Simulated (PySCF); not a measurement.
## Electronic structure of C5H7N3 (SMILES C=Nc1ccn(C)n1) in real space

Input file:

```
{"job": {"kind": "uv", "xc": "CAM-B3LYP", "basis": "def2-SVPD", "nstates": 8, "ntriplets": 3}, "charge": 0, "multiplicity": 1}
C      3.008359     0.487000    -0.262049
N      2.309887    -0.531611    -0.012018
C      0.943500    -0.514000    -0.145275
C      0.133571    -1.663897    -0.272238
C     -1.147565    -1.176164    -0.324350
N     -1.066679     0.167930    -0.216387
C     -2.152323     1.104357    -0.181774
N      0.185287     0.583289    -0.114391
H      4.074297     0.418633    -0.099263
H      2.608837     1.432111    -0.633136
H      0.463486    -2.679386    -0.331127
H     -2.092167    -1.673239    -0.419927
H     -2.845293     0.858925     0.625229
H     -2.695155     1.100712    -1.129442
H     -1.732457     2.093330    -0.011417
```

Launched as:

```sh
OMP_NUM_THREADS=1 python probes_run.py task.json out
```

Geometry: GFN2-xTB.

Computed with PySCF 2.14.0, CAM-B3LYP/def2-SVPD, SCF density, gas phase.

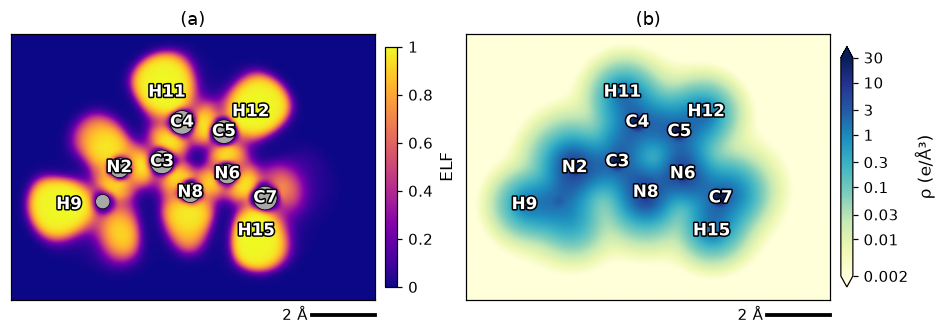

Figure 1. (a) ELF; (b) electron density on the plane of atoms C5, N6 and N8. Grey discs cover the atomic cores in the ELF map.

### Interpret the plot.

Atoms in the plane: N, C and H.
N–N (1.32 Å): the density is about 2.7 e/Å³ at the midpoint; the ELF peaks at about 0.90 between the atoms, as expected for a covalent bond.
C–C (1.37 Å): ρ is about 2.2 e/Å³ halfway; the ELF peaks at about 0.95 between the atoms, as expected for localised, covalent bonding.
C–H (1.07 Å): ρ at the midpoint is about 2 e/Å³; the ELF climbs to about 1 towards the hydrogen, as it does in any bond to H: a covalent bond by its length.
C–N (1.33 Å): the density is about 2.5 e/Å³ at the midpoint; the ELF peaks at about 0.90 between the atoms (localised, covalent bonding).
C–C (1.41 Å): the density is about 2 e/Å³ at the midpoint; the ELF peaks at about 0.95 between the atoms (a covalent bond).
The ELF also peaks beside N8 and N2, away from the bonds: lone-pair regions.

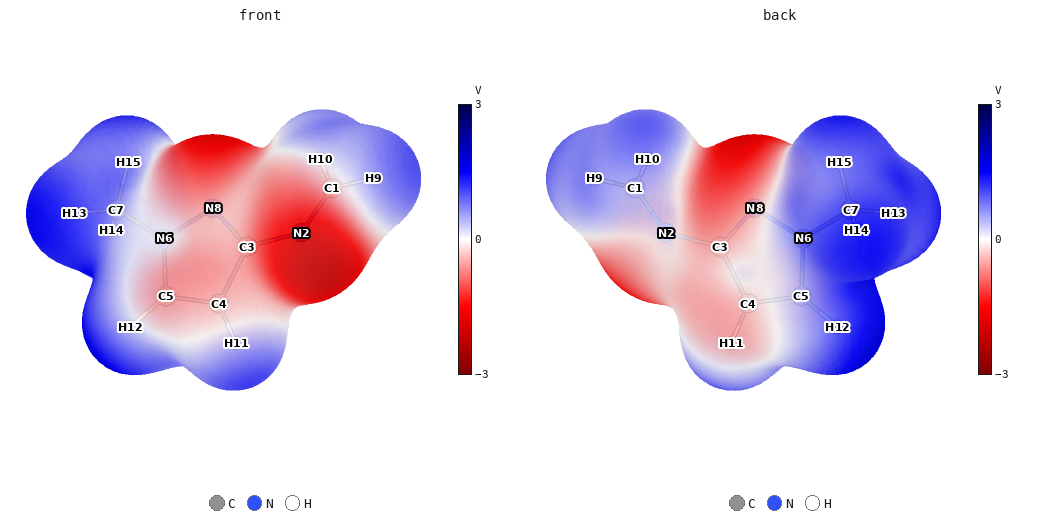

Figure 2. The molecular electrostatic potential painted on the density surface at 0.004 e/bohr³, seen from the front and from behind; the colour scale runs from red (negative) to blue (positive).

### Describe the electrostatic potential map.

The most negative region (about −2.1 V) lies over N2, the most positive (about +1.7 V) over H12. N2 is the likeliest acceptor of a hydrogen bond.

### How polar is the molecule by this calculation?

Its dipole moment is 2.91 D.
